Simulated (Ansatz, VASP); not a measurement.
## Cross-check of NaCl between VASP and Ansatz

Wanted: the spread between two codes on one cell, functional and k mesh. The cell is a member of a volume series, scaled by 0.985 from a relaxed one, so a pressure remains.

Calculated with Ansatz 0.2.0; plane waves, with VASP 6.6.1 beside it; single point at PBEsol.

### Step 1. The starting structure

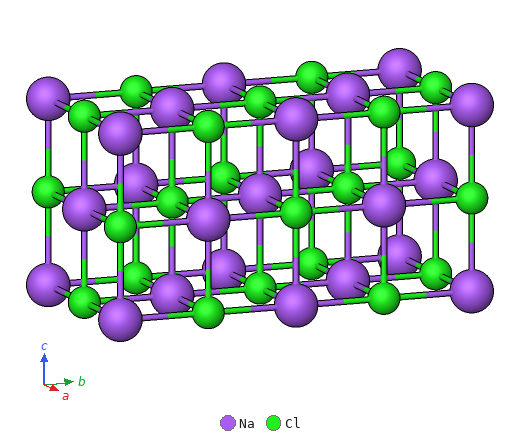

The cell as given, slightly off an axis (sodium purple, chlorine green). 1×2×1 cells are drawn. This picture shows the conventional cell, with its axes. Some periodic images of atoms are drawn too.

Coordinates:

```xyz
2
Lattice="0.0000 2.7822 2.7822 2.7822 0.0000 2.7822 2.7822 2.7822 0.0000" Properties=species:S:1:pos:R:3 pbc="T T T"
Na    0.0000    0.0000    0.0000
Cl    2.7822    2.7822    2.7822
```

### Step 2. VASP: single point, PBEsol

A single point gives forces, pressure and levels at one fixed geometry, so differences don't come from the geometry; what else differs is listed under the comparison.

Lines of VASP's logs that name or quote its potential files are left out, and so is its time.

The input asks for a relaxation, which ended at its first step since no free force or stress exceeded the threshold; so it serves as a single point.

Contents of INCAR:

```
SYSTEM = NaCl
PREC = Accurate
ENCUT = 400
EDIFF = 1E-08
NELM = 100
ISMEAR = 0
SIGMA = 0.05
LREAL = .FALSE.
ALGO = Normal
GGA = PS
NBANDS = 13
LORBIT = 11
LWAVE = .FALSE.
LCHARG = .FALSE.
KPAR = 16
IBRION = 2
NSW = 30
ISIF = 4
EDIFFG = -0.002
```

Contents of POSCAR:

```
NaCl
1.0
    0.0000000000      2.7821694608      2.7821694608
    2.7821694608      0.0000000000      2.7821694608
    2.7821694608      2.7821694608      0.0000000000
Na Cl
1 1
Direct
    0.0000000000      0.0000000000      0.0000000000
    0.5000000000      0.5000000000      0.5000000000
```

Contents of KPOINTS:

```
Automatic mesh
0
Gamma
10 10 10
0 0 0
```

PAW data sets: Na_pv and Cl (PBE family, release 64).

Launch:

```console
> mpirun -np 16 vasp_std
```

Numbers of over 12 decimals in the logs are rounded to 6 here.

What it wrote:

```text
[banner, memory and clock lines left out]
running   16 mpi-ranks, on    1 nodes
 distrk:  each k-point on    1 cores,   16 groups
 distr:  one band on    1 cores,    1 groups

 POSCAR found type information on POSCAR NaCl
 POSCAR found :  2 types and       2 ions
|                                                                             |
|           W    W    AA    RRRRR   N    N  II  N    N   GGGG   !!!           |
|           W    W   A  A   R    R  NN   N  II  NN   N  G    G  !!!           |
|           W    W  A    A  R    R  N N  N  II  N N  N  G       !!!           |
|           W WW W  AAAAAA  RRRRR   N  N N  II  N  N N  G  GGG   !            |
|           WW  WW  A    A  R   R   N   NN  II  N   NN  G    G                |
|           W    W  A    A  R    R  N    N  II  N    N   GGGG   !!!           |
|                                                                             |
|     For optimal performance we recommend to set                             |
|       NCORE = 2 up to number-of-cores-per-socket                            |
|     NCORE specifies how many cores store one orbital (NPAR=cpu/NCORE).      |
|     This setting can greatly improve the performance of VASP for DFT.       |
|     The default, NCORE=1 might be grossly inefficient on modern             |
|     multi-core architectures or massively parallel machines. Do your        |
|     Unfortunately you need to use the default for GW and RPA                |
|     calculations (for HF NCORE is supported but not extensively tested      |
|     yet).                                                                   |
|                                                                             |

|                                                                             |
|               ----> ADVICE to this user running VASP <----                  |
|                                                                             |
|     You enforced a specific xc type in the INCAR file but a different       |
|     [... a line on the potential file left out ...]
|     I HOPE YOU KNOW WHAT YOU ARE DOING!                                     |
|                                                                             |

 LDA part: xc-table for (Slater+PW92), standard interpolation
 POSCAR, INCAR and KPOINTS ok, starting setup
 FFT: planning ... GRIDC
 FFT: planning ... GRID_SOFT
 FFT: planning ... GRID
 WAVECAR not read
 entering main loop
       N       E                     dE             d eps       ncg     rms          rms(c)
DAV:   1     0.869951613604E+02    0.86995E+02   -0.63369E+03  1243   0.896E+02
DAV:   2    -0.488572221697E+00   -0.87484E+02   -0.81547E+02  1300   0.249E+02
DAV:   3    -0.704831545232E+01   -0.65597E+01   -0.65239E+01  1612   0.679E+01
DAV:   4    -0.715223478949E+01   -0.10392E+00   -0.10388E+00  1362   0.935E+00
DAV:   5    -0.715460733718E+01   -0.23725E-02   -0.23724E-02  1599   0.139E+00    0.190E+00
DAV:   6    -0.700347570596E+01    0.15113E+00   -0.25586E-01  1485   0.377E+00    0.136E+00
DAV:   7    -0.699300841430E+01    0.10467E-01   -0.63100E-02  1655   0.175E+00    0.922E-01
DAV:   8    -0.699629219703E+01   -0.32838E-02   -0.72392E-03  1317   0.836E-01    0.270E-01
DAV:   9    -0.699619823117E+01    0.93966E-04   -0.18573E-04  1477   0.112E-01    0.165E-01
DAV:  10    -0.699623112796E+01   -0.32897E-04   -0.26016E-04  1377   0.111E-01    0.504E-02
DAV:  11    -0.699622244901E+01    0.86789E-05   -0.17509E-05  1502   0.333E-02    0.176E-02
DAV:  12    -0.699622179253E+01    0.65648E-06   -0.31179E-06  1407   0.118E-02    0.213E-03
DAV:  13    -0.699622195770E+01   -0.16516E-06   -0.70500E-08  1412   0.208E-03    0.106E-03
DAV:  14    -0.699622195855E+01   -0.84879E-09   -0.20057E-09  1071   0.389E-04
   1 F= -.69962220E+01 E0= -.69962220E+01  d E =-.699622E+01
 curvature:   0.00 expect dE= 0.000E+00 dE for cont linesearch  0.000E+00
 trial: gam= 0.00000 g(F)=  0.890E-61 g(S)=  0.451E-33 ort = 0.000E+00 (trialstep = 0.100E+01)
 search vector abs. value=  0.100E-09
 reached required accuracy - stopping structural energy minimisation
```

From OUTCAR (step 2):

```text
ion  position               nearest neighbor table
   1  0.000  0.000  0.000-
   2  0.500  0.500  0.500-

  LATTYP: Found a face centered cubic cell.
 ALAT       =     5.5643389216

 Subroutine GETGRP returns: Found 48 space group operations
 (whereof 48 operations were pure point group operations)

The static configuration has the point symmetry O_h .

 Found     47 irreducible k-points:

   k-points           NKPTS =     47   k-points in BZ     NKDIM =     47   number of bands    NBANDS=     13

   dimension x,y,z NGX =    28 NGY =   28 NGZ =   28
   dimension x,y,z NGXF=    56 NGYF=   56 NGZF=   56

   ENCUT  =  400.0 eV  29.40 Ry    5.42 a.u.   6.42  6.42  6.42*2*pi/ulx,y,z

   NELECT =      14.0000    total number of electrons

 k-points in reciprocal lattice and weights: Automatic mesh
   0.00000000  0.00000000  0.00000000       0.001
   0.10000000  0.00000000  0.00000000       0.008
   0.20000000  0.00000000  0.00000000       0.008
   0.30000000  0.00000000  0.00000000       0.008
   0.40000000  0.00000000  0.00000000       0.008
   0.50000000  0.00000000  0.00000000       0.004
   0.10000000  0.10000000  0.00000000       0.006
   0.20000000  0.10000000  0.00000000       0.024
   0.30000000  0.10000000  0.00000000       0.024
[...]
-0.30000000  0.40000000  0.20000000       0.024
  -0.30000000  0.50000000  0.20000000       0.012

 average (electrostatic) potential at core
       1 -46.7989       2 -93.4832

 E-fermi :  -0.3054

 k-point     1 :       0.0000    0.0000    0.0000
  band No.  band energies     occupation
    ...
      3     -21.1206      2.00000
      4     -13.2861      2.00000
      5      -0.5441      2.00000
      6      -0.5441      2.00000
      7      -0.5441      2.00000
      8       4.5382      0.00000
      9      10.4898      0.00000
     10      10.4898      0.00000
     11      10.4898      0.00000
     12      12.7665      0.00000
    ...

 k-point     2 :       0.1000    0.0000    0.0000
  band No.  band energies     occupation
    ...
      3     -21.1212      2.00000
      4     -13.2510      2.00000
      5      -0.8163      2.00000
      6      -0.5739      2.00000
      7      -0.5739      2.00000
      8       4.8867      0.00000
      9      10.0864      0.00000
     10      10.6296      0.00000
     11      10.6296      0.00000
     12      12.5749      0.00000
    ...

 k-point     3 :       0.2000    0.0000    0.0000
  band No.  band energies     occupation
    ...
      3     -21.1219      2.00000
      4     -13.1568      2.00000
      5      -1.4210      2.00000
      6      -0.6499      2.00000
      7      -0.6499      2.00000
      8       5.6589      0.00000
      9       9.5241      0.00000
     10      10.8398      0.00000
     11      10.8398      0.00000
     12      12.4816      0.00000
    ...

  Total        0.1082502      0.1082502      0.1082502      0.0000000     -0.0000000     -0.0000000
  in kB        4.0267854      4.0267854      4.0267854      0.0000000     -0.0000000     -0.0000000
  external PRESSURE =       4.0267854 kB  Pullay stress =       0.0000000 kB

  energy-cutoff  :      400.00
  volume of cell :       43.07
      direct lattice vectors                 reciprocal lattice vectors
     0.000000000  2.782169461  2.782169461    -0.179715868  0.179715868  0.179715868
     2.782169461  0.000000000  2.782169461     0.179715868 -0.179715868  0.179715868
     2.782169461  2.782169461  0.000000000     0.179715868  0.179715868 -0.179715868

 POSITION                                       TOTAL-FORCE (eV/Angst)
 -----------------------------------------------------------------------------------
      0.00000      0.00000      0.00000         0.000000     -0.000000      0.000000
      2.78217      2.78217      2.78217        -0.000000      0.000000     -0.000000
 -----------------------------------------------------------------------------------
    total drift:                                0.000000      0.000000      0.000000

  FREE ENERGIE OF THE ION-ELECTRON SYSTEM (eV)
  ---------------------------------------------------
  free  energy   TOTEN  =        -6.9962219585 eV

  energy  without entropy=       -6.9962219585  energy(sigma->0) =       -6.99622196

 reached required accuracy - stopping structural energy minimisation

 total charge
# of ion       s       p       d       tot
------------------------------------------
    1        0.046   5.985   0.000   6.031
    2        1.578   3.559   0.000   5.137
--------------------------------------------------
tot          1.624   9.544   0.000  11.168

[... 3 further parts left out ...]
```

CONTCAR:

```
NaCl
   1.00000000000000
     0.0000000000000000    2.7821694608000000    2.7821694608000000
     2.7821694608000000    0.0000000000000000    2.7821694608000000
     2.7821694608000000    2.7821694608000000    0.0000000000000000
  Na              Cl
     1     1
Direct
     0.0000000000000000    0.0000000000000000    0.0000000000000000
     0.5000000000000000    0.5000000000000000    0.5000000000000000
```

### Step 3. Ansatz: single point, PBEsol

Ansatz runs on its default PAW (the set named soft_2) files.

The same cell, functional, mesh and smearing now go to Ansatz, which takes its cutoff from its data sets.

Contents of input.yaml:

```yaml
crystal:
  lattice:
    - [0.0, 2.78216946, 2.78216946]
    - [2.78216946, 0.0, 2.78216946]
    - [2.78216946, 2.78216946, 0.0]
  atoms:
    - { symbol: Na, position: [0.0, 0.0, 0.0] }
    - { symbol: Cl, position: [0.5, 0.5, 0.5] }
hamiltonian:
  xc: pbesol
  pseudopotentials: { kind: paw }
kpoints:
  mp_grid: { grid: [10, 10, 10] }
scf:
  occupations: { method: gaussian, width: 0.05 }
  n_extra_bands: 4
output:
  forces: true
  stress: true
  eigenvalues: true
```

Launch:

```console
> ansatz run input.yaml --threads 2 --pin off --max-ram 4608MiB --backend cpu --events-out ev --progress --plain --runs-dir out
```

What it wrote:

```text
scf.n_extra_bands = 4 over 8 filled bands (N_el = 16.0): the run solves 12 bands
Engine: ansatz 0.2.0, x86_64-unknown-linux-gnu
Pseudopotentials: kind: paw
Pseudopotential: Na, paw, valence charge 9, recommended cutoff 420 eV (normal), Na.paw.azcp
Pseudopotential: Cl, paw, valence charge 7, recommended cutoff 420 eV (normal), Cl.paw.azcp
Functional definition: PBEsol
  exchange = pbesol_x
  correlation = pbesol_c
Crystal: 2 atoms, lattice volume = 43.071 Å³
Basis set: ecut = 420 eV, 869 PW (Γ), exchange–correlation on 54×54×54 points (8 copies of the dense FFT grid, shifted against one another)
Bands: 12, of which v1, the nominal top of the filled ones, is band 8 counted from 1 (7 counted from 0)
Symmetry: 48 space group operations
Space group: Fm-3m (ITA 225), of the structure as read, at distance tolerance 3.5e-5 Å
k-points: 47 of 1000
Non-local potential: Na, projectors of the file, l = 0: 3, l = 1: 2, l = 2: 1
Non-local potential: Cl, projectors of the file, l = 0: 2, l = 1: 2, l = 2: 2
PAW form: soft (Blöchl's): semilocal exchange-correlation on the pseudo side does not see the compensation charge
PAW frozen core: Na, regenerated for the run's functional, and the local potential with it (the file was generated under x = pbe(κ = 0.804, μ = 0.219515), c = pbe(β = 0.066725))
PAW frozen core: Cl, regenerated for the run's functional, and the local potential with it (the file was generated under x = pbe(κ = 0.804, μ = 0.219515), c = pbe(β = 0.066725))
PAW one-centre angular grid: Na, 110 points (default); XC on 64 Gauss nodes
PAW one-centre angular grid: Cl, 110 points (default); XC on 64 Gauss nodes
Initial density: superposition of atomic densities (neutral atoms: chi_scale 0, normalization atom), corrected by the library's trained network
Initial wavefunctions: pseudopotential atomic-orbital guess
Functional: x = pbesol(κ = 0.804, μ = 0.123457), c = pbesol(β = 0.046)
SCF iter   1: F=—  HF=-2540.288076 eV  |F-HF|=—  |Δ(HF+E_count)|=         —  Δρ=2.91e-3  dr2=3.86e-3  ethr=1.77e-3  ⟨swp⟩=5.7  Hψ=3282  notcnv=0
preconditioner: auto → none  [insulator: Δε(μ)=5.033 eV  Ē_g=20.819 eV  σ=0.050 eV  W_gap=1.00  n_scr=14 (ndim 8)  ℏωp=21.2 eV  f_vac=0.022  D(μ)=0.00/eV (n_scr^D=0)  ε∞_Penn≈2.0]
SCF iter   2: F=—  HF=-2540.285384 eV  |F-HF|=—  |Δ(HF+E_count)|=   2.69e-3  Δρ=1.31e-3  dr2=9.82e-4  ethr=2.41e-5  ⟨swp⟩=2.8  Hψ=1283  notcnv=0
SCF iter   3: F=—  HF=-2540.285369 eV  |F-HF|=—  |Δ(HF+E_count)|=   1.45e-5  Δρ=9.81e-4  dr2=5.89e-4  ethr=6.13e-6  ⟨swp⟩=2.0  Hψ=752  notcnv=0
SCF iter   4: F=—  HF=-2540.285170 eV  |F-HF|=—  |Δ(HF+E_count)|=   1.99e-4  Δρ=2.87e-4  dr2=4.59e-5  ethr=3.68e-6  ⟨swp⟩=2.0  Hψ=685  notcnv=0
SCF iter   5: F=—  HF=-2540.285180 eV  |F-HF|=—  |Δ(HF+E_count)|=   9.63e-6  Δρ=3.30e-5  dr2=8.52e-7  ethr=2.87e-7  ⟨swp⟩=2.0  Hψ=752  notcnv=0
SCF iter   6: F=-2540.285180 eV  HF=-2540.285180 eV  |F-HF|=1.51e-8  |Δ(HF+E_count)|=   1.55e-7  Δρ=6.58e-6  dr2=3.38e-8  ethr=6.25e-10  ⟨swp⟩=3.0  Hψ=1909  notcnv=0
SCF 1 converged in 6 iterations: F = -2540.285180 eV  dr2 = 3.38e-8
  greatest PAW one-centre occupation: 0.999 electrons in one spin orbital (limit 2), on the Na atom at site 0 (counted from 0), in its partial waves of l = 0
SCF converged after 6 iterations
Free energy (F): -2540.285180 eV
Harris-Foulkes:  -2540.285180 eV  (|F-HF|=1.51e-8)
Internal energy: -2540.285180 eV  (E = F + TS)
E sigma→0 (E₀):  -2540.285180 eV
Fermi energy:    3.907257 eV
--- Per-component energies (eV) ---
  E_band       = -228.852698
  E_kinetic    = 282.840864
  E_local      = -1509.395222  (includes V_loc(G=0)·N_el)
  E_nonlocal   = 144.862966
  E_hartree    = 530.581661
  E_xc         = -145.101004
  E_vxc        = -171.994242  (∫ρ·V_xc dr)
  E_paw        = -895.324649  (= ΣΔE_a)
  E_vpaw       = -36.332535  (= ΣTr[D̂ρ^β])
  E_aug_tail   = 0.000074  (compensation charges beyond the density's cutoff)
  E_ewald      = -948.882995
  E_core_change = 0.133126  (= ΣΔE_core)
  E_smearing   = -0.000000  (= −TS)
  E_closure    = -0.000000  (closes the sum)
  Σ components = -2540.285180   (vs F -2540.285180, Δ=0.00e0)
--- Forces (eV/Å), atoms counted from 1 ---
  atom   1  Na    -0.00000000     0.00000000     0.00000000
  atom   2  Cl     0.00000000    -0.00000000    -0.00000000
  max |Σ_I F_I| component: 5.11e-30 eV/Å
--- Stress (GPa, compression-positive) ---
        0.549731      -0.000000       0.000000
        0.000000       0.549731      -0.000000
        0.000000       0.000000       0.549731
  P = ⅓ Tr σ = 0.5497 GPa (5.497 kbar)
--- Band table (eV; the first three rows and the last of 47) ---
  k-point 0: bands = [... 4 lower, -11.3737, 1.3631, 1.3631, 1.3631, 6.4509, 12.2923, 12.2923, 12.2923]
  k-point 1: bands = [... 4 lower, -11.3388, 1.0918, 1.3334, 1.3334, 6.7987, 11.9107, 12.4301, 12.4301]
  k-point 2: bands = [... 4 lower, -11.2457, 0.4887, 1.2575, 1.2575, 7.5689, 11.3743, 12.6367, 12.6367]
  k-point 46: bands = [... 4 lower, -10.9179, -0.1081, 0.2444, 0.5551, 10.0372, 10.4080, 11.5073, 13.0287]
```

Wall time 0.44 s (2 threads of AMD EPYC 9R14 (Zen 4), shared host); peak memory 0.36 GiB.

The run ends at a pressure of 0.55 GPa.

### Step 4. Side by side

Known differences besides the PAW data sets themselves: the data sets hold 16 valence electrons in Ansatz (default PAW (the set named soft_2) files) and 14 in VASP; the cutoff is 420 eV in Ansatz and 400 eV in VASP; Ansatz makes its cores anew for this functional, VASP keeps those of its PBE data sets; VASP leaves aspherical gradient terms in its spheres out (LASPH is not set), Ansatz keeps them. Total energies have different zeros and are not compared.

Compared:

| quantity | Ansatz | VASP | difference |
| --- | --- | --- | --- |
| pressure (GPa) | 0.55 | 0.40 | +0.15 |
| gap on the k mesh (eV) | 5.088 | 5.082 | +0.005 |

### Step 5. VASP: single point, PBEsol

A single point gives forces, pressure and levels at one fixed geometry, so differences don't come from the geometry; what else differs is listed under the comparison. The cell compared in this pair holds 45.26 Å³, against 43.07 Å³ for the pair before.

The input asks for a relaxation, which ended at its first step since no free force or stress exceeded the threshold; so it serves as a single point.

INCAR is that of step 2.

Contents of POSCAR:

```
NaCl
1.0
    0.0000000000      2.8284702745      2.8284702745
    2.8284702745      0.0000000000      2.8284702745
    2.8284702745      2.8284702745      0.0000000000
Na Cl
1 1
Direct
    0.0000000000      0.0000000000      0.0000000000
    0.5000000000      0.5000000000      0.5000000000
```

KPOINTS is that of step 2.

Launch:

```console
> mpirun -np 16 vasp_std
```

What it wrote:

```text
[banner, memory and clock lines left out]
running   16 mpi-ranks, on    1 nodes
[...]
[... a notice as in an earlier step ...]

 [... a notice as in an earlier step ...]

 LDA part: xc-table for (Slater+PW92), standard interpolation
 POSCAR, INCAR and KPOINTS ok, starting setup
[...]
entering main loop
       N       E                     dE             d eps       ncg     rms          rms(c)
DAV:   1     0.888537848411E+02    0.88854E+02   -0.62838E+03  1264   0.897E+02
DAV:   2     0.261793038577E+00   -0.88592E+02   -0.81618E+02  1335   0.248E+02
DAV:   3    -0.703571455680E+01   -0.72975E+01   -0.72552E+01  1557   0.693E+01
DAV:   4    -0.715848439282E+01   -0.12277E+00   -0.12273E+00  1412   0.101E+01
[...]
DAV:  14    -0.699562746704E+01    0.22452E-07   -0.58752E-09  1476   0.682E-04    0.102E-03
DAV:  15    -0.699562748897E+01   -0.21933E-07   -0.69616E-09   811   0.482E-04    0.260E-05
DAV:  16    -0.699562748790E+01    0.10712E-08   -0.43460E-10   776   0.180E-04
   1 F= -.69956275E+01 E0= -.69956275E+01  d E =-.699563E+01
[...]
reached required accuracy - stopping structural energy minimisation
```

Parts of OUTCAR (step 5):

```text
  Total       -0.2427544     -0.2427544     -0.2427544      0.0000000      0.0000000      0.0000000
  in kB       -8.5939514     -8.5939514     -8.5939514      0.0000000      0.0000000      0.0000000
  external PRESSURE =      -8.5939514 kB  Pullay stress =       0.0000000 kB

 POSITION                                       TOTAL-FORCE (eV/Angst)
 -----------------------------------------------------------------------------------
      0.00000      0.00000      0.00000         0.000000     -0.000000     -0.000000
      2.82847      2.82847      2.82847        -0.000000      0.000000      0.000000
 -----------------------------------------------------------------------------------
    total drift:                                0.000000      0.000000      0.000000

  FREE ENERGIE OF THE ION-ELECTRON SYSTEM (eV)
  ---------------------------------------------------
  free  energy   TOTEN  =        -6.9956274879 eV

  energy  without entropy=       -6.9956274879  energy(sigma->0) =       -6.99562749

[... 2 parts as in an earlier step ...]

[... 2 further parts left out ...]
[key lines of the parts left out:]
E-fermi :  -0.6149
```

(Part 1 of 2 ends here.)

[Lines on the potential files, build, host, timing and source positions are cut from VASP's logs without a mark.]

[Logs are printed without paths, hosts, clocks, repeated set-up lines and the standing remarks that a program may print on its own settings, such as how far it seeks lower states.]

[Hosts, paths, dates, database ids (printed as entryN), source tags and the programs' standing remarks are cut or masked in the printed files.]
